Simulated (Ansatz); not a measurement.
**Convergence of a linear-scaling basis for Σ7 (111) twist boundary in Li (162 atoms)**

Wanted: errors and times of a linear-scaling basis for Σ7 (111) twist boundary in Li (162 atoms). A setting counts as converged where the r.m.s. difference of forces stays under 1 % of the r.m.s. force.

Program: Ansatz 0.2.0. Level of theory: Kohn-Sham DFT, PBE, PAW (set soft_2), plane waves. Results are calculated unless marked as measured.

### Step 1. Starting point

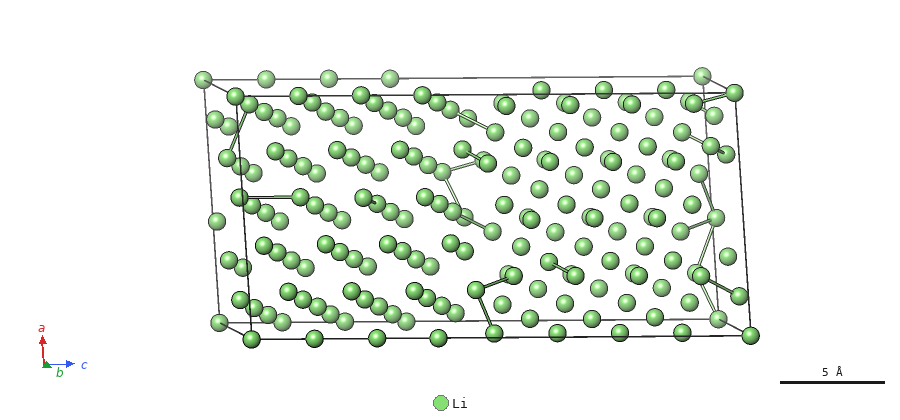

The cell as given, from the side, with the c axis across the page (lithium green). Bonds to atoms that aren't drawn are left out. Some periodic images of atoms are drawn too.

The cell holds 162 atoms: 162 Li. Its edges and angles: a = 13.133 Å, b = 13.133 Å, c = 24.318 Å, α = 90.0°, β = 90.0°, γ = 120.0°. It derives from Li (bcc). Bcc Li (a = 3.51 Å); two grains turned against each other by 81.79 deg about [111]; 1 x 1 coincidence cells, 4 lattice periods a grain, two boundaries a cell, upper grain shifted by [0.002, 0.804] of the boundary cell and opened by 0 Å, one atom of each pair nearer than 1.976 Å removed; not relaxed, displaced by a Gaussian of 0.02 Å. Regions: lower grain, 84 atoms (84 Li); upper grain, 78 atoms (78 Li).

Limits known from the start: The host structure and its lattice constant were typed by rule, without a check against the phase diagram.

### Step 2. Plane-wave single point

The first run fixes the reference, at a cutoff of 420 eV.

Contents of input.yaml:

```yaml
crystal:
  lattice:
    - [13.13322, 0.0, 0.0]
    - [-6.56661, 11.3737, 0.0]
    - [0.0, 0.0, 24.31799]
  atoms:
    - { symbol: Li, position: [0.85653, 0.28521, 0.0001] }
    - { symbol: Li, position: [0.81084, 0.04832, 0.04099] }
    - { symbol: Li, position: [0.71746, 0.57634, 0.00072] }
    - { symbol: Li, position: [0.95105, 0.75927, 0.04076] }
    - { symbol: Li, position: [0.42663, 0.14178, 0.9991] }
    - { symbol: Li, position: [0.66658, 0.33558, 0.04162] }
    - { symbol: Li, position: [0.9025, 0.52165, 0.0843] }
    - { symbol: Li, position: [0.62157, 0.096, 0.08144] }
    - { symbol: Li, position: [0.86003, 0.28484, 0.12493] }
    - { symbol: Li, position: [0.81004, 0.04793, 0.16628] }
    - { symbol: Li, position: [0.57414, 0.85978, 0.00254] }
    - { symbol: Li, position: [0.28666, 0.42807, 0.99994] }
    - { symbol: Li, position: [0.52549, 0.62069, 0.04129] }
    - { symbol: Li, position: [0.75987, 0.80681, 0.08407] }
    - { symbol: Li, position: [0.99999, 0.00257, 0.99902] }
    - { symbol: Li, position: [0.23934, 0.18964, 0.04182] }
    - { symbol: Li, position: [0.47741, 0.37873, 0.08338] }
    - { symbol: Li, position: [0.71386, 0.56898, 0.12359] }
    - { symbol: Li, position: [0.95637, 0.76314, 0.16698] }
    - { symbol: Li, position: [0.42528, 0.14005, 0.12514] }
    - { symbol: Li, position: [0.66526, 0.33225, 0.16685] }
    - { symbol: Li, position: [0.90192, 0.52083, 0.20771] }
    - { symbol: Li, position: [0.61831, 0.09557, 0.2081] }
    - { symbol: Li, position: [0.85937, 0.28585, 0.25021] }
    - { symbol: Li, position: [0.81014, 0.04837, 0.29123] }
    - { symbol: Li, position: [0.14285, 0.71436, 0.99956] }
    - { symbol: Li, position: [0.37829, 0.90292, 0.04238] }
    - { symbol: Li, position: [0.09248, 0.47328, 0.04148] }
    - { symbol: Li, position: [0.33398, 0.66678, 0.08315] }
    - { symbol: Li, position: [0.57394, 0.86038, 0.12454] }
    - { symbol: Li, position: [0.04733, 0.23817, 0.08289] }
    - { symbol: Li, position: [0.28434, 0.42839, 0.12512] }
    [... 124 atom lines left out ...]
    - { symbol: Li, position: [0.62186, 0.32756, 0.95921] }
    - { symbol: Li, position: [0.95617, 0.99379, 0.91677] }
    - { symbol: Li, position: [0.90944, 0.18624, 0.95795] }
    - { symbol: Li, position: [0.00031, 0.80025, 0.87518] }
    - { symbol: Li, position: [0.23632, 0.84914, 0.91725] }
    - { symbol: Li, position: [0.19397, 0.04221, 0.95797] }
kpoints:
  mp_grid: { grid: [2, 2, 1] }
hamiltonian:
  xc: pbe
scf:
  occupations: { method: fermi_dirac, width: 0.1 }
output:
  forces: true
  stress: true
  populations: true
  dos:
    method: { smearing: { sigma: 0.15 } }
    de: 0.1
    projected:
      site_lists:
        Li: [Li]
        upper_grain: [84, 85, 86, 87, 88, 89, 90, 91, 92, 93, 94, 95, 96, 97, 98, 99, 100, 101, 102, 103, 104, 105, 106, 107, 108, 109, 110, 111, 112, 113, 114, 115, 116, 117, 118, 119, 120, 121, 122, 123, 124, 125, 126, 127, 128, 129, 130, 131, 132, 133, 134, 135, 136, 137, 138, 139, 140, 141, 142, 143, 144, 145, 146, 147, 148, 149, 150, 151, 152, 153, 154, 155, 156, 157, 158, 159, 160, 161]
  eigenvalues: true
  write_density: true
  write_potential: true
  volumetric_format: npy
```

Started as:

```sh
ansatz run input.yaml --threads 4 --pin off --max-ram 15872MiB --backend cpu --events-out ev --progress --plain --runs-dir out
```

Numbers of over 12 decimals in the logs are rounded to 6 here.

The log of the run:

```text
Engine: ansatz 0.2.0, aarch64-unknown-linux-gnu
Pseudopotentials: kind: paw
Pseudopotential: Li, paw, valence charge 3, recommended cutoff 420 eV (normal), Li.paw.azcp
[... 5 lines on functional and potentials left out ...]
Crystal: 162 atoms, lattice volume = 3632.459 Å³
Basis set: ecut = 420 eV, 70847 PW (Γ), exchange–correlation on 180×180×360 points (8 copies of the dense FFT grid, shifted against one another)
Bands: 405, of which v1, the nominal top of the filled ones, is band 243 counted from 1 (242 counted from 0)
Symmetry: 1 space group operations
Space group: P1 (ITA 1), of the structure as read, at distance tolerance 1.5e-4 Å
k-points: 4
[... 3 lines on functional and potentials left out ...]
Initial density: superposition of atomic densities (neutral atoms: chi_scale 0, normalization atom), corrected by the library's trained network
Initial wavefunctions: pseudopotential atomic-orbital guess
Functional: x = pbe(κ = 0.804, μ = 0.219515), c = pbe(β = 0.066725)
SCF iter   1: F=—  HF=-33149.215420 eV  |F-HF|=—  |Δ(HF+E_count)|=         —  Δρ=6.45e-4  dr2=1.29e-1  ethr=1.77e-3  ⟨swp⟩=9.8  Hψ=9812  notcnv=0  defer=241
preconditioner: auto → Kerker (q_TF=auto, 1.951 Å⁻¹)  [metal: Δε(μ)=0.015 eV  Ē_g=3.694 eV  σ=0.100 eV  W_gap=0.04  n_scr=452 (ndim 8)  ℏωp=7.8 eV  f_vac=0.000  D(μ)=85.34/eV (n_scr^D=548)]
SCF iter   2: F=—  HF=-33149.240532 eV  |F-HF|=—  |Δ(HF+E_count)|=   2.51e-2  Δρ=4.33e-4  dr2=3.47e-2  ethr=2.65e-5  ⟨swp⟩=1.8  Hψ=1887  notcnv=0  defer=239
SCF iter   3: F=—  HF=-33149.238267 eV  |F-HF|=—  |Δ(HF+E_count)|=   2.26e-3  Δρ=1.61e-4  dr2=3.76e-3  ethr=7.13e-6  ⟨swp⟩=1.0  Hψ=1371  notcnv=0  defer=239
SCF iter   4: F=—  HF=-33149.238133 eV  |F-HF|=—  |Δ(HF+E_count)|=   1.34e-4  Δρ=5.60e-5  dr2=7.41e-4  ethr=7.73e-7  ⟨swp⟩=1.5  Hψ=1373  notcnv=0  defer=239
SCF iter   5: F=—  HF=-33149.238065 eV  |F-HF|=—  |Δ(HF+E_count)|=   6.73e-5  Δρ=1.60e-5  dr2=8.20e-5  ethr=1.52e-7  ⟨swp⟩=1.2  Hψ=1372  notcnv=0  defer=239
SCF iter   6: F=—  HF=-33149.238243 eV  |F-HF|=—  |Δ(HF+E_count)|=   1.77e-4  Δρ=5.20e-6  dr2=8.50e-6  ethr=1.69e-8  ⟨swp⟩=2.0  Hψ=1487  notcnv=0  defer=239
SCF iter   7: F=—  HF=-33149.238242 eV  |F-HF|=—  |Δ(HF+E_count)|=   1.06e-6  Δρ=1.58e-6  dr2=7.33e-7  ethr=1.75e-9  ⟨swp⟩=1.2  Hψ=1372  notcnv=0  defer=239
SCF iter   8: F=-33149.238241 eV  HF=-33149.238241 eV  |F-HF|=2.24e-8  |Δ(HF+E_count)|=   8.80e-8  Δρ=3.68e-7  dr2=3.28e-8  ethr=2.06e-11  ⟨swp⟩=16.5  Hψ=9764  notcnv=0
SCF 1 converged in 8 iterations: F = -33149.238241 eV  dr2 = 3.28e-8
  greatest PAW one-centre occupation: 1.000 electrons in one spin orbital (limit 2), on the Li atom at site 2 (counted from 0), in its partial waves of l = 0
SCF converged after 8 iterations
Free energy (F): -33149.238241 eV
Harris-Foulkes:  -33149.238241 eV  (|F-HF|=2.24e-8)
Internal energy: -33146.434866 eV  (E = F + TS)
E sigma→0 (E₀):  -33147.836554 eV
Entropy (-TS):   -2.803376 eV (-17.305 meV/atom)
Fermi energy:    0.692634 eV
--- Per-component energies (eV) ---
  E_band       = -15010.444127
  E_kinetic    = 3397.239501
  E_local      = -22379.825925  (includes V_loc(G=0)·N_el)
  E_nonlocal   = -5389.616432
  E_hartree    = 6739.402287
  E_xc         = -1608.763620
  E_vxc        = -2070.241243  (∫ρ·V_xc dr)
  E_paw        = -3402.442515  (= ΣΔE_a)
  E_vpaw       = -2046.809092  (= ΣTr[D̂ρ^β])
  E_aug_tail   = 0.002095  (compensation charges beyond the density's cutoff)
  E_ewald      = -10502.430257
  E_smearing   = -2.803376  (= −TS)
  E_closure    = 0.000000  (closes the sum)
  Σ components = -33149.238241   (vs F -33149.238241, Δ=0.00e0)
--- Forces (eV/Å), atoms counted from 1 ---
  atom   1  Li    -1.11189289     0.98087525     0.70346604
  atom   2  Li    -0.02832624    -0.30285109     0.23350878
  atom   3  Li    -0.29256670    -0.61745191     0.73159838
  atom   4  Li     0.01899640     0.12955698    -0.11505336
  atom   5  Li     0.10399636    -0.26426425     0.20976893
  atom   6  Li     0.40779774     0.03760416     1.36414932
  atom   7  Li    -0.01966542     0.01242212    -0.13559881
  atom   8  Li    -0.02108676     0.08430416    -0.13584613
  atom   9  Li    -0.01472017    -0.01536440    -0.02990876
  atom  10  Li     0.00444805    -0.00483402    -0.02249951
  atom  11  Li     0.00265307     0.26257285    -0.00630438
  atom  12  Li     0.03498380    -0.00078510    -0.22047350
  atom  13  Li     0.06180139    -0.03064106     0.01603615
  atom  14  Li     0.02216909     0.02529046    -0.08892015
[...]
atom 161  Li     0.14938454     0.38425952    -0.29697430
  atom 162  Li     0.35907426    -0.30525601    -0.38699561
  max |Σ_I F_I| component: 3.95e-6 eV/Å
--- Stress (GPa, compression-positive) ---
       -0.726520      -0.038072      -0.051070
       -0.038072      -0.628035      -0.059169
       -0.051070      -0.059169      -0.542657
  P = ⅓ Tr σ = -0.6324 GPa (-6.324 kbar)
--- Band table (eV) ---
  k-point 0: bands = ["-46.5414", "-46.5123", "-46.4709", "-46.4613", [... 389 levels ...], "4.9810", "4.9962", "5.0289", "5.0536", "5.0576", "5.1074", "5.1329", "5.1644", "5.2047", "5.2397", "5.2650", "5.2797"]
[...]
--- Löwdin populations: 162 sites ---
  site symbol       q [e]
     0     Li      2.9056
     1     Li      2.9274
     2     Li      2.9325
[...]
161     Li      2.9450
  spilling = 0.030617 (of n_electrons = 486.000000)
```

It took 6.2 min on 4 threads of Arm Neoverse V1, shared host; peak memory 10 GiB.

The program notes that it cut back its work space to fit the memory limit.

The run gave:

```
free energy                             : -33149.2382 eV
free energy per atom                    : -204.6249 eV/atom
SCF cycles                              : 8
pressure                                : -0.6324 GPa
r.m.s. force component                  : 0.283 eV/Å
longest force                           : 1.819 eV/Å
Fermi energy                            : 0.6926 eV
levels partly filled by over 2 per cent : 131
spilling of the projection              : 0.03062
```

The r.m.s. force component of 0.28 eV/Å and the pressure of -0.63 GPa set the scale for the differences below.

### Step 3. Support functions medium

The cell is solved in localised support functions. The level medium gives here a grid of 54×54×96 points and a radius of 4.19 Å.

This step: Kohn-Sham DFT, PBE, PAW (set soft_2), localised support functions (medium) (Ansatz 0.2.0).

input.yaml, the sections that differ from step 2:

```yaml
scf:
  occupations: { method: fermi_dirac, width: 0.1 }
  eigensolver: { kind: { support_functions: { accuracy: medium } } }
  mixing: { beta: 0.2 }
  max_iter: 150
output:
  forces: true
# crystal, kpoints, hamiltonian: as in step 2
```

The log of the run:

```text
Warning: scf.eigensolver.kind.support_functions: disabling space-group detection — the functions' gradient is summed over unrotated k-points, so no spatial operation reduces the k-mesh or symmetrises the density; time reversal is kept, so that k and −k are solved as one point where they differ and the mesh holds both, and exact exchange and, on two spinor components, a DFT+U term hold to it where the run has them: [...]
settings of this run that can trade accuracy for cost: scf.eigensolver.kind.support_functions [...]
[...]
Crystal: 162 atoms, lattice volume = 3632.459 Å³
Basis set: ecut = 420 eV, 70847 PW (Γ), exchange–correlation on 180×180×360 points (8 copies of the dense FFT grid, shifted against one another)
Bands: 292, of which v1, the nominal top of the filled ones, is band 243 counted from 1 (242 counted from 0)
Symmetry: 1 space group operations
k-points: 4
[...]
Eigensolver: Support functions (medium, 54×54×96 points, laid for a spacing of at most 0.257060 Å, radius 4.191154 Å, 1 species' potentials softened for the grid, 1 wholly corrected for its errors in the mean over positions, 1 with the egg-box correction, energy correction by stochastic trace)
[...]
SCF iter   1: F=—  HF=-33140.396028 eV  |F-HF|=—  |Δ(HF+E_count)|=         —  Δρ=7.48e-3  dr2=2.83e1  ethr=1.00e-1
[...]
SCF iter  11: F=—  HF=-33149.264211 eV  |F-HF|=—  |Δ(HF+E_count)|=   6.64e-4  Δρ=1.02e-5  dr2=1.62e-5  ethr=4.65e-9  κ⁻¹=1.5e-7(r=7)
SCF iter  12: F=-33149.264197 eV  HF=-33149.264200 eV  |F-HF|=3.56e-6  |Δ(HF+E_count)|=   1.08e-5  Δρ=3.65e-6  dr2=1.36e-6  ethr=3.32e-9
SCF 1 converged in 12 iterations: F = -33149.271867 eV  dr2 = 1.36e-6
[...]
SCF converged after 12 iterations
Stability not checked: this state was not tested for a lower state beside it, because the mixer in use, unlike msr1, does not test its closes by its own steps (another_mixer; see scf.mixing.algorithm and scf.lower_state_search)
Free energy (F): -33149.271867 eV
[...]
Internal energy: -33146.469833 eV  (E = F + TS)
E sigma→0 (E₀):  -33147.870850 eV
Entropy (-TS):   -2.802034 eV (-17.297 meV/atom)
Fermi energy:    0.692099 eV
[...]
Σ components = -33149.271867   (vs F -33149.271867, Δ=0.00e0)
--- Forces (eV/Å), atoms counted from 1 ---
  atom   1  Li    -1.11161646     0.98033644     0.70281106
  atom   2  Li    -0.02814528    -0.30246925     0.23493921
  atom   3  Li    -0.29249716    -0.61718947     0.72906671
  atom   4  Li     0.01855893     0.12948962    -0.11344727
[...]
atom 162  Li     0.35882997    -0.30515534    -0.38563172
  max |Σ_I F_I| component: 1.41e-3 eV/Å
--- Band table (eV) ---
[...]
guard bands above this table: 3 of the run's 292 bands (output.publish_guard_bands: true publishes all)
[...]
```

Elapsed: 3.1 min, on 4 threads; peak memory 4.8 GiB; 12 min of CPU time.

The program notes that the band table was not solved further than the SCF left it and it switched symmetry off.

Keys that differ from the reference: support_functions.accuracy = "medium", scf.max_iter = 150 and scf.mixing.beta = 0.2.

Forces differ from the reference by 0.85 meV/Å r.m.s., 0.30 % of their size, within a tolerance of 1 %; the energy by -0.21 meV/atom.

### Step 4. Support functions low

The level low is asked for. Here it resolves to the same grid and radius as in the run with support functions medium, so the basis is not new.

This step: Kohn-Sham DFT, PBE, PAW (set soft_2), localised support functions (low) (Ansatz 0.2.0).

input.yaml, the sections that differ from step 3:

```yaml
scf:
  occupations: { method: fermi_dirac, width: 0.1 }
  eigensolver: { kind: { support_functions: { accuracy: low } } }
  mixing: { beta: 0.2 }
  max_iter: 150
# crystal, kpoints, hamiltonian, output: as in step 3
```

The log of the run:

```text
[...]
Crystal: 162 atoms, lattice volume = 3632.459 Å³
Basis set: ecut = 420 eV, 70847 PW (Γ), exchange–correlation on 180×180×360 points (8 copies of the dense FFT grid, shifted against one another)
Bands: 292, of which v1, the nominal top of the filled ones, is band 243 counted from 1 (242 counted from 0)
Symmetry: 1 space group operations
k-points: 4
[...]
Eigensolver: Support functions (low, 54×54×96 points, laid for a spacing of at most 0.257060 Å, radius 4.191154 Å, 1 species' potentials softened for the grid, 1 wholly corrected for its errors in the mean over positions, 1 with the egg-box correction, energy correction by stochastic trace)
[...]
SCF iter   1: F=—  HF=-33140.396028 eV  |F-HF|=—  |Δ(HF+E_count)|=         —  Δρ=7.48e-3  dr2=2.83e1  ethr=1.00e-1
[...]
SCF iter   9: F=—  HF=-33149.262745 eV  |F-HF|=—  |Δ(HF+E_count)|=   1.03e-3  Δρ=6.11e-5  dr2=4.49e-4  ethr=2.16e-7  κ⁻¹=1.7e-7(r=7)
SCF iter  10: F=-33149.263517 eV  HF=-33149.263547 eV  |F-HF|=3.02e-5  |Δ(HF+E_count)|=   8.02e-4  Δρ=1.44e-5  dr2=2.26e-5  ethr=9.23e-8
SCF 1 converged in 10 iterations: F = -33149.271822 eV  dr2 = 2.26e-5
[...]
SCF converged after 10 iterations
[...]
Free energy (F): -33149.271822 eV
[...]
Internal energy: -33146.469865 eV  (E = F + TS)
E sigma→0 (E₀):  -33147.870843 eV
Entropy (-TS):   -2.801957 eV (-17.296 meV/atom)
Fermi energy:    0.692195 eV
[...]
Σ components = -33149.271822   (vs F -33149.271822, Δ=0.00e0)
--- Forces (eV/Å), atoms counted from 1 ---
  atom   1  Li    -1.11170679     0.98039211     0.70288303
  atom   2  Li    -0.02825393    -0.30261488     0.23486827
  atom   3  Li    -0.29272302    -0.61728851     0.72924460
  atom   4  Li     0.01862864     0.12951358    -0.11347362
[...]
atom 162  Li     0.35895922    -0.30525523    -0.38565679
  max |Σ_I F_I| component: 1.30e-3 eV/Å
--- Band table (eV) ---
[...]
```

The job ended after 2.8 min (4 threads; peak memory 4.8 GiB; 11 min of CPU time).

Keys that differ from the reference: support_functions.accuracy = "low", scf.max_iter = 150 and scf.mixing.beta = 0.2.

Forces differ from the reference by 0.84 meV/Å r.m.s., 0.30 % of their size, well within a tolerance of 1 %; the energy by -0.21 meV/atom.

### Step 5. Support functions high

With localised support functions most steps grow linearly with size, though the diagonalisation grows faster unless the density matrix is cut; this run measures error and cost at this size. The level high gives here a grid of 60×60×120 points and a radius of 5.02 Å.

This step: Kohn-Sham DFT, PBE, PAW (set soft_2), localised support functions (high) (Ansatz 0.2.0).

input.yaml, the sections that differ from step 4:

```yaml
scf:
  occupations: { method: fermi_dirac, width: 0.1 }
  eigensolver: { kind: { support_functions: { accuracy: high } } }
  mixing: { beta: 0.2 }
  max_iter: 150
# crystal, kpoints, hamiltonian, output: as in step 4
```

The log of the run:

```text
[...]
Crystal: 162 atoms, lattice volume = 3632.459 Å³
Basis set: ecut = 420 eV, 70847 PW (Γ), exchange–correlation on 180×180×360 points (8 copies of the dense FFT grid, shifted against one another)
Bands: 292, of which v1, the nominal top of the filled ones, is band 243 counted from 1 (242 counted from 0)
Symmetry: 1 space group operations
k-points: 4
[...]
Eigensolver: Support functions (high, 60×60×120 points, laid for a spacing of at most 0.220337 Å, radius 5.016044 Å, 0 species' potentials softened for the grid, 1 wholly corrected for its errors in the mean over positions, 1 with the egg-box correction, energy correction by stochastic trace)
[...]
SCF iter   1: F=—  HF=-33141.775238 eV  |F-HF|=—  |Δ(HF+E_count)|=         —  Δρ=7.52e-3  dr2=2.75e1  ethr=1.00e-1
[...]
SCF iter  18: F=—  HF=-33149.280724 eV  |F-HF|=—  |Δ(HF+E_count)|=   1.63e-5  Δρ=5.98e-8  dr2=4.78e-10  ethr=1.00e-12  κ⁻¹=2.0e-6(r=7)
SCF iter  19: F=-33149.280739 eV  HF=-33149.280739 eV  |F-HF|=2.11e-10  |Δ(HF+E_count)|=   1.47e-5  Δρ=4.74e-8  dr2=3.18e-10  ethr=1.00e-12
SCF 1 converged in 19 iterations: F = -33149.281188 eV  dr2 = 3.18e-10
[...]
SCF converged after 19 iterations
[...]
Free energy (F): -33149.281188 eV
[...]
Internal energy: -33146.477954 eV  (E = F + TS)
E sigma→0 (E₀):  -33147.879571 eV
Entropy (-TS):   -2.803234 eV (-17.304 meV/atom)
Fermi energy:    0.692429 eV
[...]
Σ components = -33149.281188   (vs F -33149.281188, Δ=0.00e0)
--- Forces (eV/Å), atoms counted from 1 ---
  atom   1  Li    -1.11182051     0.98085381     0.70347647
  atom   2  Li    -0.02836230    -0.30287536     0.23347242
  atom   3  Li    -0.29256093    -0.61745436     0.73170939
  atom   4  Li     0.01897809     0.12956401    -0.11510078
[...]
atom 162  Li     0.35913112    -0.30526122    -0.38706820
  max |Σ_I F_I| component: 2.18e-4 eV/Å
--- Band table (eV) ---
[...]
```

It took 8.9 min on 4 threads; peak memory 6.7 GiB.

Keys that differ from the reference: support_functions.accuracy = "high", scf.max_iter = 150 and scf.mixing.beta = 0.2.

Forces differ from the reference by 0.044 meV/Å r.m.s., 0.016 % of their size, well within a tolerance of 1 %; the energy by -0.27 meV/atom. It took 8.9 min and 19 cycles; the reference's time can't be set against it, since the two runs asked for unlike analyses.

[end of part 1 of 3]

[Logs are printed without paths, hosts, clocks, repeated set-up lines and the standing remarks that a program may print on its own settings, such as how far it seeks lower states.]

[Hosts, paths, dates, database ids (printed as entryN), source tags and the programs' standing remarks are cut or masked in the printed files.]
